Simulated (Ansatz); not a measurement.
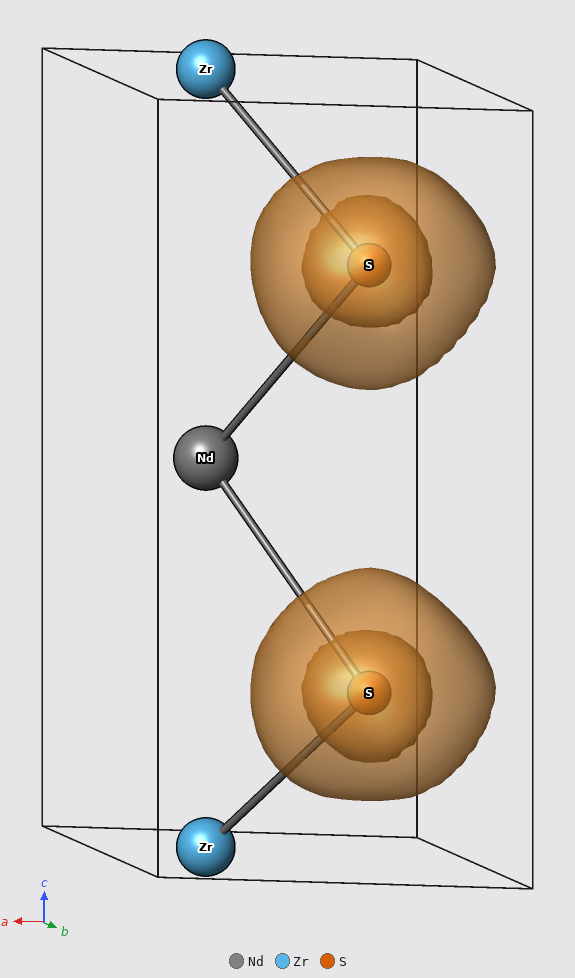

Figure. NdZrS$_{2}$. Isosurface of the ELF at 0.75 (orange), seen at an oblique angle. Core shells and regions of very low density are left out. Sticks mark near contacts.

Space group P-6m2; a generated structure, not necessarily the stable one; changed on purpose from its base cell (volume × 0.91, shape and atoms relaxed); computed pressure about 11 GPa in this cell; computed without spin polarisation; no Hubbard U on the f states and no spin–orbit coupling.

Method: DFT PBE, scalar-relativistic, plane waves, PAW; 4f electrons in the core of a trivalent norm-conserving potential in Ansatz 0.2.0.

```
CELL_PARAMETERS angstrom
3.49546 0.00000 0.00000
-1.74773 3.02716 0.00000
0.00000 0.00000 7.15831
ATOMIC_POSITIONS crystal
Nd 0.66667 0.33333 0.50000
Zr 0.66667 0.33333 0.00000
S 0.33333 0.66667 0.22508
S 0.33333 0.66667 0.77492
```

Identify the bonds, lone pairs and shells in this picture.

Answer. The surface consists of two regions wrapped around S (the valence shell of each), counted in one cell of 4 atoms. Regions shared between cells count once.

Values along the shortest contacts:
Zr–S (2.58 Å): the ELF peaks at about 0.85 in the valence shell of S, 0.8 Å from its nucleus, and is about 0.30 at the midpoint (no shared electron pair shows on this line). Nd–S (2.82 Å): the ELF peaks at about 0.85 in the valence shell of S, 0.8 Å from its nucleus, and drops to about 0.15 between the two atoms; no shared electron pair shows on this line.
